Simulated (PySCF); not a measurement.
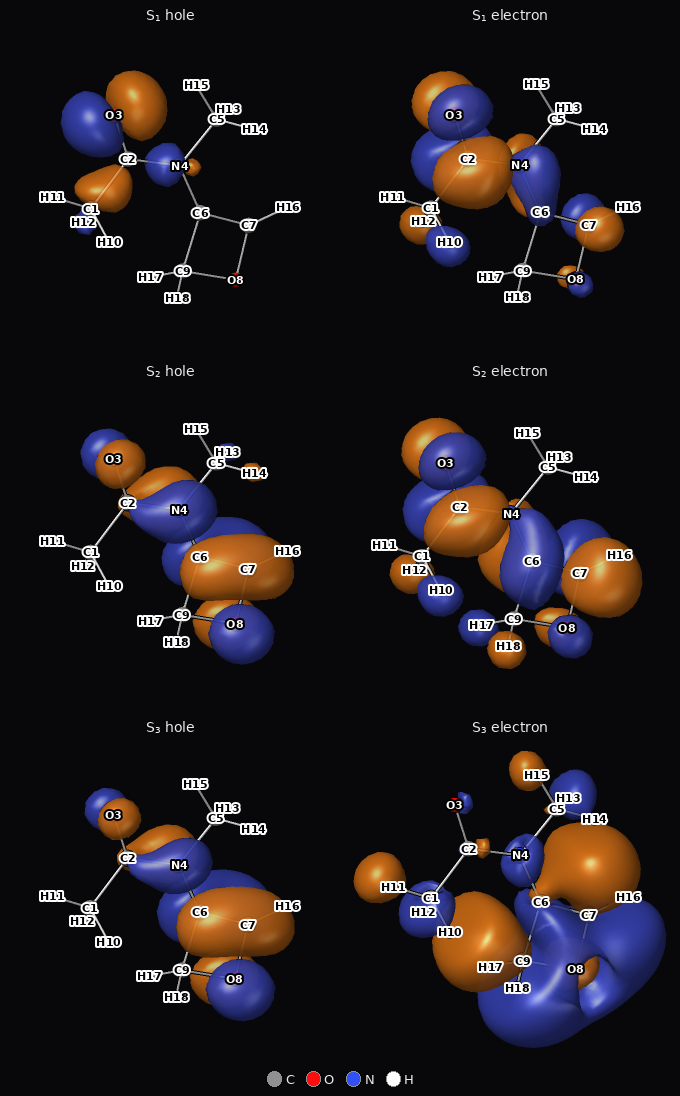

Figure. C₆H₉NO₂, SMILES `CC(=O)N(C)C1=COC1`. Leading natural transition orbitals (TDA singlet states).

Method: BHandHLYP/6-31G*; geometry: GFN2-xTB; program: PySCF. No frequency check shows the geometry to be a minimum. Without diffuse functions Rydberg states are missing, so the states' numbers hold for this basis only.

Coordinates in Å:

```
C1      -1.3237   -1.7982    0.0001
C2      -1.6150   -0.3177   -0.0000
O3      -2.7458    0.1237   -0.0003
N4      -0.5315    0.5208    0.0003
C5      -0.7599    1.9542    0.0002
C6       0.7997    0.1612    0.0003
C7       1.9505    0.8537    0.0000
O8       2.7942   -0.2542   -0.0003
C9       1.6299   -1.0985   -0.0000
H10     -0.7598   -2.0792    0.8865
H11     -2.2735   -2.3262    0.0008
H12     -0.7611   -2.0793   -0.8849
H13     -0.3169    2.4045   -0.8888
H14     -0.3155    2.4047    0.8888
H15     -1.8358    2.1171   -0.0012
H16      2.3137    1.8600    0.0002
H17      1.5962   -1.7161   -0.8975
H18      1.5976   -1.7159    0.8955
```

Q: Describe these excited states.

A: By state:
- S₁: 5.90 eV (210 nm), f = 0.001 (very weak), n → π*; the leading pair carries 100 %; hole on O3 (71 %), C2 (10 %) and C1 (7 %), electron on C2 (40 %), O3 (28 %) and N4 (9 %); their centroids lie 1.0 Å apart.
- S₂: 6.16 eV (201 nm), f = 0.563 (bright); the leading pair carries 95 %; hole on C7 (21 %), O8 (20 %) and N4 (19 %), electron on C2 (23 %), C7 (20 %) and O3 (16 %); their centroids lie 1.0 Å apart.
- S₃: 6.90 eV (180 nm), f = 0.000 (very weak); the leading pair carries 99 %; hole on C7 (25 %), O8 (24 %) and C6 (23 %), electron on C9 (24 %), O8 (19 %) and C7 (18 %); their centroids lie 0.7 Å apart.

Cost of the run: 7.6 min on 1 thread of AMD EPYC (Zen 3), on a shared host, peak memory 0.84 GiB.
